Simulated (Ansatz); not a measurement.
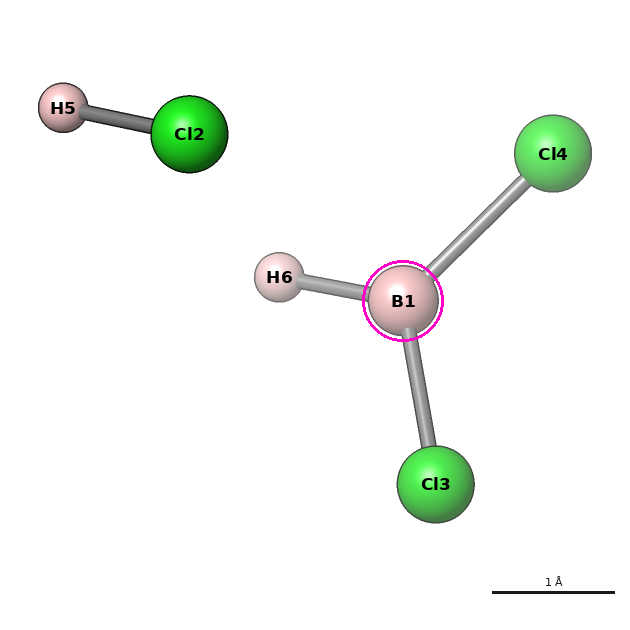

Orthographic view. Depth is shown by fading: the farther an atom, the more it takes the colour of the background. The computed geometry is a stationary point of PBE0-D4/def2-TZVP, a saddle point of order 1.

> Name the neighbours of the circled atom.

The circled atom is B1; it is bonded to Cl3, Cl4, H6.

> Which atom is farthest from the viewer?

H6, 1.3 Å behind the mean position.

> Which atom is nearest the viewer?

Cl2, 1.8 Å in front of the mean position.
